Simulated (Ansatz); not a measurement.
Ligand exchange: C2H6 + BH2I → C2H5I + BH3

Species: C2H6 (ethane) `CC`, singlet; BH2I `BI`, singlet; C2H5I (iodoethane) `CCI`, singlet; BH3 (borane) `B`, singlet. The partners trade H for I: C–H and B–I bonds give way to C–I and B–H.

Shapes, held fixed at every level: PBE0-D4/def2-TZVP. Programs: Ansatz 0.2.0. The zero-point and thermal change to 298 K, harmonic and unscaled (PBE0-D4/def2-TZVP), is -6.7 kJ/mol.

```csv
level,kind,ΔH(298 K) (kJ/mol),less CCSD(T)/def2-TZVPP,CPU time (sum over the molecules)
HF/def2-TZVPP,Hartree–Fock,+109.5,-3.7,–
SPW92/def2-TZVPP,LDA,+126.2,+13.0,5.6 s
r2SCAN-D4/def2-TZVPP,meta-GGA,+119.1,+5.9,19 s
B3LYP-D4/def2-TZVPP,global hybrid,+110.6,-2.6,14 s
r2SCAN0-D4/def2-TZVPP,global hybrid,+119.4,+6.2,19 s
wB97M-V/def2-TZVPP,range-separated hybrid,+112.1,-1.1,43 s
CCSD(T)/def2-TZVPP,coupled cluster or CI,+113.2,0.0,3.1 min
```

The highest level, CCSD(T)/def2-TZVPP, gives ΔH(298 K) = +113.2 kJ/mol; the levels span +109.5 to +126.2. The column of differences is taken from that level and isn't an error. No measured value is set beside it here. For atoms past krypton def2 sets carry core potentials with scalar relativity. Outer-core shells of I are correlated, in sets that cover them unevenly. Times are processor times on shared x86 and Arm servers, and rough.

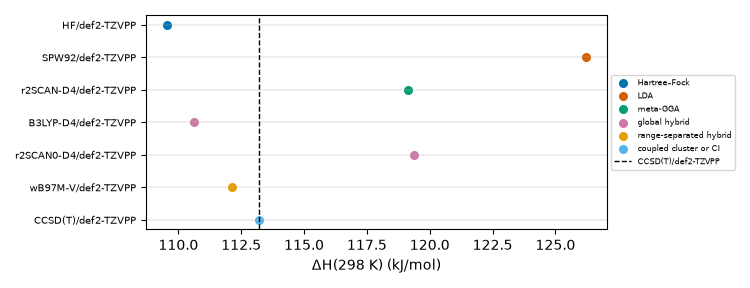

The values of the table, level by level.
